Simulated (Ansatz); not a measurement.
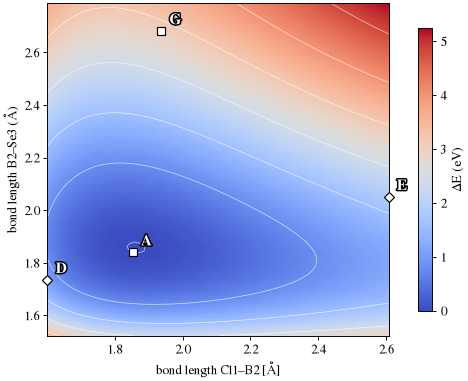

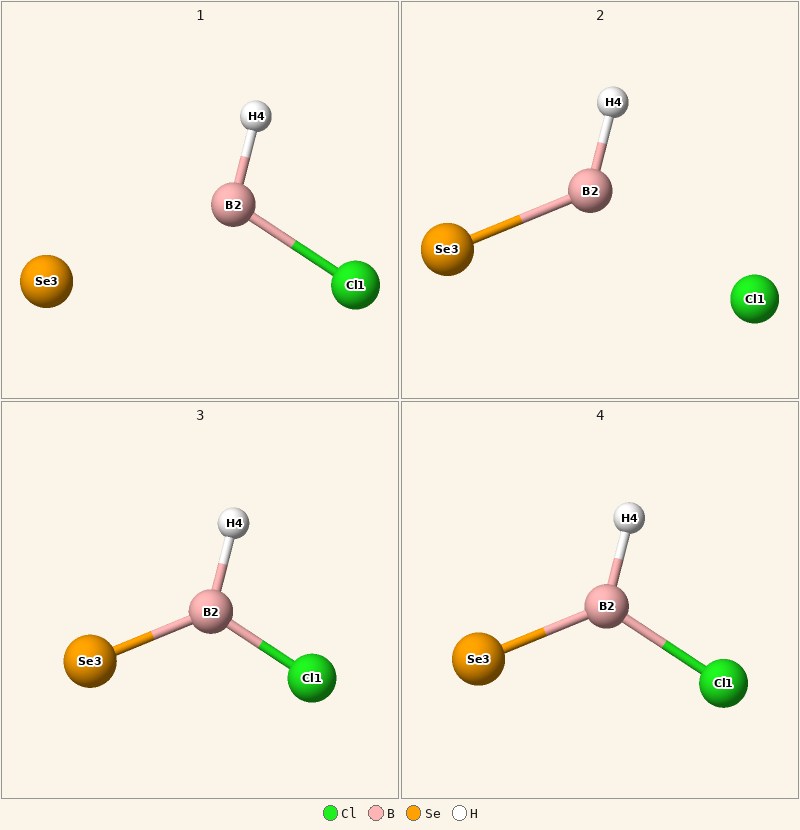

BClHSe, SMILES ClB[Se-], charge −1. 
- First axis: bond length Cl1–B2. Second axis: bond length B2–Se3.
- Nothing is relaxed (all other coordinates rigid).
- Grid: 13 × 13 points.
- Points are written as (first, second).
- Energies are in eV, from the lowest grid point.
- The reference is spin-restricted, which grows unreliable where a bond is stretched far.
- All numbers below come from Ansatz, RKS wB97X-V/def2-SVPD.

In the figure: a smooth colour map with a few white contour lines, lettered points. Between grid points the surface is interpolated. The numbered pictures are the structures at these points, in random order.

### Which structure belongs to which point?

A is structure 4: (1.853 Å, 1.839 Å), 0.00 eV; D is structure 3: (1.602 Å, 1.734 Å), 1.08 eV; E is structure 2: (2.607 Å, 2.050 Å), 1.86 eV; G is structure 1: (1.937 Å, 2.681 Å), 3.04 eV.
